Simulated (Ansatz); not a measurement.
F3GeH···HF

```
atom    x (Å)    y (Å)    z (Å)
  Ge  -0.4578   0.3569  -0.5816
   F   1.5257  -1.3162   1.0360
   F  -1.9006   1.1129  -1.0909
   F  -0.6436   0.1871   1.1268
   F   0.7814   1.5073  -0.7873
   H   0.9078  -0.8873   1.5786
   H  -0.2128  -0.9608  -1.2816
```

The product side of a reaction path; geometry: PBE0-D4/def2-TZVP.

The calculation used Ansatz, RKS PBE0-D4/def2-TZVPP.

Q: What can the converged electron density and electron localisation function tell about the bonding?

A: F4···H6 (1.94 Å): the density falls to about 0.15 e/Å³ on the way; the ELF dips to about 0.05 between them: by its geometry a hydrogen bond between the two molecules, with no shared pair.
Ge–F (1.71 Å): ρ at the midpoint is about 1.1 e/Å³; the ELF peaks at about 0.80 in the valence shell of F, 0.5 Å from its nucleus, and is about 0.25 at the midpoint.

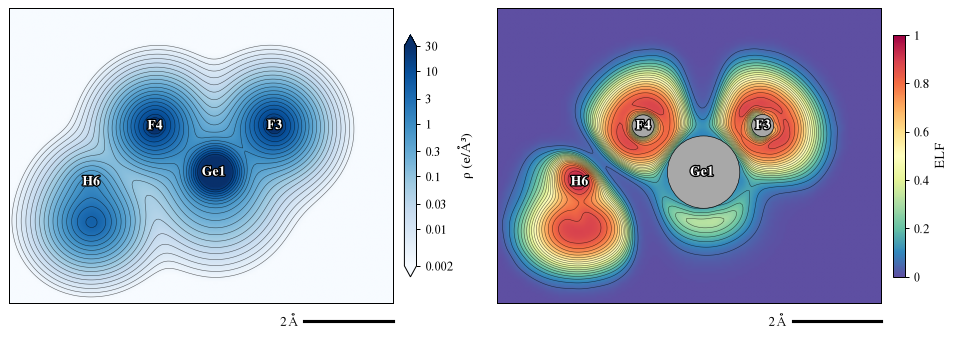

Computed electron density and electron localisation function on the plane of atoms F3, Ge1 and F4, in this order. Grey discs cover the atomic cores in the ELF map. 
